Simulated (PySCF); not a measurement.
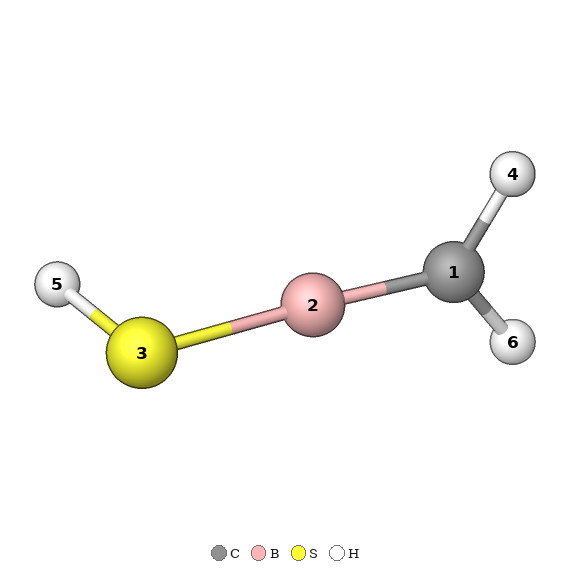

Numbered structure. Computed geometry: PBE0-D4/def2-TZVP optimisation. No frequency run is at hand to confirm it as a minimum.

What are the angles B2–C1–H4, H4–C1–H6, C1–B2–S3, B2–S3–H5?

```json
{"angle": "B2–C1–H4", "degrees": "122.3"}
{"angle": "H4–C1–H6", "degrees": "115.4"}
{"angle": "C1–B2–S3", "degrees": "176.0"}
{"angle": "B2–S3–H5", "degrees": "98.0"}
```
